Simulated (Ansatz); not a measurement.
The starting structures come from a database of crystals and need not be the phases stable at ambient conditions.

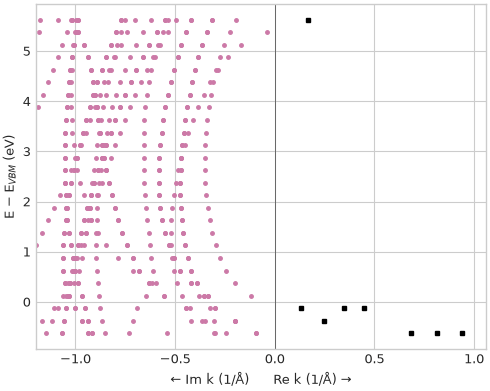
Figure: Complex bands at the centre of the two-dimensional zone; r2SCAN (Ansatz, a first-principles code)

The gap is the functional's own. No spin-orbit coupling. Mid-gap values are interpolated on the energy grid.

Q: This is BaBrF (P4/nmm, not sure to be the ambient phase, 6 atoms a cell, 25.7 Å³ an atom) along the normal of (110). Read off the slowest decay at the centre of the two-dimensional zone at 2.62 eV, the computed energy nearest the middle of the gap.

A: κ ≈ 0.35 1/Å, a decay length 1/(2κ) of the density of 1.4 Å.
